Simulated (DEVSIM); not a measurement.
Structure: Pd/HfO2/n-GaAs capacitor, at 300 K.

| layer (left to right) | material | thickness (nm) | Nd (cm⁻³) |
|---|---|---|---|
| 1 | HfO2 | 13.0 | - |
| 2 | GaAs | 13000 | 1.3e14 |

Metal gate on the left, work function 5.2 eV. Fixed charge at the semiconductor interface -4.6e11 cm⁻² (in units of +e); no interface traps.

Constants are typed, rounded textbook-type inputs, not results; the design itself was drawn at random and stands for no fabricated device. Values at 300 K.

```csv
parameter,HfO2,GaAs
gap (eV),5.7,1.424
affinity (eV),2.5,4.07
permittivity,22,12.9
Nc (cm⁻³),-,4.7e17
Nv (cm⁻³),-,9e18
```

Simulated with DEVSIM: 1D Poisson equation in equilibrium, Boltzmann statistics, complete ionisation; no quantum confinement or tunnelling. Metal contacts follow the ideal Schottky-Mott rule: no Fermi-level pinning, no interface dipoles.

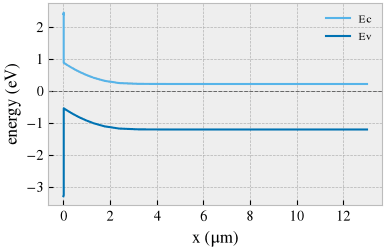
Band edges at 0.3 V on the gate

Energies count from the Fermi level of the right contact; mesh points crowd at the junctions.

```
x (μm)    Ec (eV)  Ev (eV)  n (cm⁻³)  p (cm⁻³)  field (V/cm)
--------  -------  -------  --------  --------  ------------
0.000       2.400   -3.300     < 1e2     < 1e2         35000
0.001670    2.406   -3.294     < 1e2     < 1e2         35000
0.005115    2.418   -3.282     < 1e2     < 1e2         35000
0.009997    2.435   -3.265     < 1e2     < 1e2         35000
0.01279     2.445   -3.255     < 1e2     < 1e2         35000
0.01437     0.875   -0.549       940     5.4e9         -4800
0.01837     0.873   -0.551      1000     5.0e9         -4800
0.03398     0.865   -0.559      1400     3.7e9         -4800
0.06904     0.849   -0.575      2600     2.0e9         -4700
0.1547      0.809   -0.615     12000     4.2e8         -4600
0.3809      0.710   -0.714    550000   9300000         -4200
1.305       0.405   -1.020    7.5e10     < 1e2         -2500
3.241       0.215   -1.209    1.1e14     < 1e2           -93
7.886       0.212   -1.212    1.3e14     < 1e2           ≈ 0
11.55       0.212   -1.212    1.3e14     < 1e2           ≈ 0
12.43       0.212   -1.212    1.3e14     < 1e2           ≈ 0
12.79       0.212   -1.212    1.3e14     < 1e2           ≈ 0
12.92       0.212   -1.212    1.3e14     < 1e2           ≈ 0
12.99       0.212   -1.212    1.3e14     < 1e2           ≈ 0
13.00       0.212   -1.212    1.3e14     < 1e2           ≈ 0
13.01       0.212   -1.212    1.3e14     < 1e2           ≈ 0
13.01       0.212   -1.212    1.3e14     < 1e2           ≈ 0
```
